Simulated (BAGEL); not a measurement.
# HF/def2-SVPD (density fitting with cc-pvqz-jkfit) run of C3H3N (SMILES [H]/N=C/C#C)

What is the vertical electron affinity of C3H3N at HF/def2-SVPD (density fitting with cc-pvqz-jkfit)? 

Program for the calculation: BAGEL 1.2.2.

1 further run of the same task is left out (set aside as unsound or not needed).

### Step 1. The molecule

C3H3N has 7 atoms, charge 0, and is taken as a singlet. SMILES: `[H]/N=C/C#C`. Geometry: relaxed at PBE0-D4/def2-TZVP.

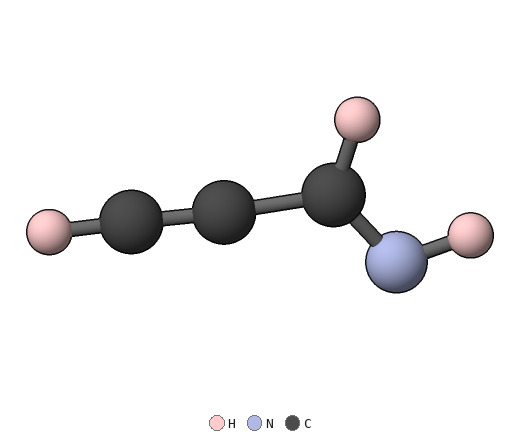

The structure, seen from a chosen angle (hydrogen pink, nitrogen light blue, carbon dark grey).

### Step 2. The energy at HF/def2-SVPD (density fitting with cc-pvqz-jkfit)

The input, input.json:

```json
{ "bagel" : [

{
  "title" : "molecule",
  "basis" : "def2-svpd.json",
  "df_basis" : "cc-pvqz-jkfit",
  "angstrom" : true,
  "geometry" : [
    { "atom" : "H", "xyz" : [    0.841710,   -2.014980,    1.203370 ] },
    { "atom" : "N", "xyz" : [    0.102900,   -1.529480,    0.695820 ] },
    { "atom" : "C", "xyz" : [    0.496610,   -0.371020,    0.360310 ] },
    { "atom" : "C", "xyz" : [   -0.343680,    0.528040,   -0.365300 ] },
    { "atom" : "C", "xyz" : [   -0.996310,    1.332180,   -0.974190 ] },
    { "atom" : "H", "xyz" : [    1.491240,    0.025700,    0.594490 ] },
    { "atom" : "H", "xyz" : [   -1.592480,    2.029580,   -1.514510 ] }
  ]
},
{
  "title" : "hf"
},
{
  "title" : "print",
  "file" : "orbitals.molden",
  "orbitals" : true
}

]}
```

The basis set def2-SVPD is read from a file made from the Basis Set Exchange's data (not shown).

Started as:

```console
$ BAGEL_NUM_THREADS=1 BAGEL input.json > input.out
```

The log of the run:

```text
* using 1 threads per process

  ===============================================================
  ===============================================================

  *** Geometry ***

  { "atom" : "H", "xyz" : [      1.590601,     -3.807760,      2.274040 ] },
  { "atom" : "N", "xyz" : [      0.194453,     -2.890298,      1.314909 ] },
  { "atom" : "C", "xyz" : [      0.938457,     -0.701126,      0.680887 ] },
  { "atom" : "C", "xyz" : [     -0.649461,      0.997851,     -0.690317 ] },
  { "atom" : "C", "xyz" : [     -1.882753,      2.517455,     -1.840952 ] },
  { "atom" : "H", "xyz" : [      2.818035,      0.048566,      1.123423 ] },
  { "atom" : "H", "xyz" : [     -3.009351,      3.835350,     -2.862009 ] },

  Number of auxiliary basis functions:      577

  Since a DF basis is specified, we compute 2- and 3-index integrals:
    o Being stored without compression. Storage requirement is 0.050 GB

  Number of basis functions:      104
  Number of electrons      :       28

    * METHOD: MOLECULE                             0.34

  *** RHF ***

  === Nuclear Repulsion ===
    90.4536800953

      * DIIS with orbital gradients will be used.

  === RHF iteration (def2-svpd.json) ===
      0       -169.43748376          0.01519076           0.08
      1       -169.54348313          0.00950122           0.08
      2       -169.58026748          0.00195400           0.09
      3       -169.58263416          0.00067270           0.08
      4       -169.58289003          0.00019244           0.08
      5       -169.58292595          0.00011711           0.08
      6       -169.58293855          0.00005718           0.08
      7       -169.58294371          0.00001663           0.08
      8       -169.58294412          0.00000909           0.08
      9       -169.58294422          0.00000586           0.08
     10       -169.58294428          0.00000242           0.08
     11       -169.58294429          0.00000110           0.08
     12       -169.58294429          0.00000057           0.08
     13       -169.58294429          0.00000019           0.08
     14       -169.58294429          0.00000006           0.08
     15       -169.58294429          0.00000003           0.08
     16       -169.58294429          0.00000001           0.08
     17       -169.58294429          0.00000001           0.08
    * SCF iteration converged.

    * Permanent dipole moment:
           (   -0.646749,    -0.529519,    -0.036125) a.u.

    * METHOD: HF                                   1.69

    * METHOD: PRINT                                0.01

  ===============================================================
```

Run time: 2.2 s. Hardware: 1 thread of Arm Neoverse V2, shared host.

### Step 3. The doublet anion at the same level

The input, input.json:

```json
{ "bagel": [

{
  "title": "molecule",
  "basis": "def2-svpd.json",
  "df_basis": "cc-pvqz-jkfit",
  "angstrom": true,
  "geometry": [
    { "atom": "H", "xyz": [    0.841710,   -2.014980,    1.203370 ] },
    { "atom": "N", "xyz": [    0.102900,   -1.529480,    0.695820 ] },
    { "atom": "C", "xyz": [    0.496610,   -0.371020,    0.360310 ] },
    { "atom": "C", "xyz": [   -0.343680,    0.528040,   -0.365300 ] },
    { "atom": "C", "xyz": [   -0.996310,    1.332180,   -0.974190 ] },
    { "atom": "H", "xyz": [    1.491240,    0.025700,    0.594490 ] },
    { "atom": "H", "xyz": [   -1.592480,    2.029580,   -1.514510 ] }
  ]
},
{
  "title": "uhf",
  "charge": -1,
  "nopen": 1
},
{
  "title": "print",
  "file": "orbitals.molden",
  "orbitals": true
}

]}
```

The basis set def2-SVPD is read from a file made from the Basis Set Exchange's data (not shown).

Started as:

```console
$ BAGEL_NUM_THREADS=1 BAGEL input.json > input.out
```

The log of the run:

```text
* using 1 threads per process

  ===============================================================
  ===============================================================

  *** Geometry ***

  { "atom" : "H", "xyz" : [      1.590601,     -3.807760,      2.274040 ] },
  { "atom" : "N", "xyz" : [      0.194453,     -2.890298,      1.314909 ] },
  { "atom" : "C", "xyz" : [      0.938457,     -0.701126,      0.680887 ] },
  { "atom" : "C", "xyz" : [     -0.649461,      0.997851,     -0.690317 ] },
  { "atom" : "C", "xyz" : [     -1.882753,      2.517455,     -1.840952 ] },
  { "atom" : "H", "xyz" : [      2.818035,      0.048566,      1.123423 ] },
  { "atom" : "H", "xyz" : [     -3.009351,      3.835350,     -2.862009 ] },

  Number of auxiliary basis functions:      577

  Since a DF basis is specified, we compute 2- and 3-index integrals:
    o Being stored without compression. Storage requirement is 0.050 GB

  Number of basis functions:      104
  Number of electrons      :       28

    * METHOD: MOLECULE                             0.33

  *** Open-shell HF ***

  === Nuclear Repulsion ===
    90.4536800953

      * DIIS with orbital gradients will be used.

  === UHF iteration (def2-svpd.json) ===
      0       -169.29517661          0.03809067           0.17
      1       -169.46093643          0.02538696           0.18
      2       -169.50309732          0.01536043           0.18
      3       -169.53175074          0.00168664           0.18
      4       -169.53272015          0.00072268           0.18
      5       -169.53316746          0.00036610           0.18
      6       -169.53343000          0.00029547           0.18
      7       -169.53356707          0.00018840           0.18
      8       -169.53374231          0.00005395           0.18
      9       -169.53376047          0.00003334           0.18
     10       -169.53377171          0.00002019           0.18
     11       -169.53378358          0.00001369           0.18
     12       -169.53379229          0.00000981           0.18
     13       -169.53379873          0.00000881           0.18
     14       -169.53380251          0.00000861           0.18
     15       -169.53380493          0.00000837           0.18
     16       -169.53381023          0.00000708           0.18
     17       -169.53381361          0.00000501           0.18
     18       -169.53381409          0.00000276           0.18
     19       -169.53381406          0.00000145           0.18
     20       -169.53381412          0.00000093           0.18
     21       -169.53381417          0.00000048           0.18
     22       -169.53381418          0.00000016           0.18
     23       -169.53381418          0.00000010           0.17
     24       -169.53381418          0.00000006           0.17
     25       -169.53381418          0.00000004           0.18
     26       -169.53381418          0.00000003           0.18
     27       -169.53381418          0.00000001           0.18
     28       -169.53381418          0.00000000           0.18
    * SCF iteration converged.

    * S^2 (UHF) is 0.8162

    * Permanent dipole moment:
           (   -0.459234,    -0.625327,     0.080987) a.u.

    * METHOD: UHF                                  5.35

    * METHOD: PRINT                                0.01

  ===============================================================
```

Run time: 6 s. Hardware: 1 thread of Arm Neoverse V2, shared host.

### Step 4. Results

At HF/def2-SVPD (density fitting with cc-pvqz-jkfit):

```
                                         quantity          value
                      singlet C3H3N: total energy  -169.58294 Eh
                     singlet C3H3N: dipole moment         2.13 D
                       singlet C3H3N: HOMO energy      -10.66 eV
                       singlet C3H3N: LUMO energy        2.36 eV
                     singlet C3H3N: HOMO–LUMO gap       13.03 eV
                      doublet anion: total energy  -169.53381 Eh
                              doublet anion: ⟨S²⟩          0.816
vertical electron affinity (to the doublet anion)      -1.337 eV
```

**Reading.** The anion lies 1.34 eV (129 kJ/mol) above the neutral: the electron isn't bound at this level, and such a value depends on the basis. Hartree–Fock misses the correlation that binds many anions.
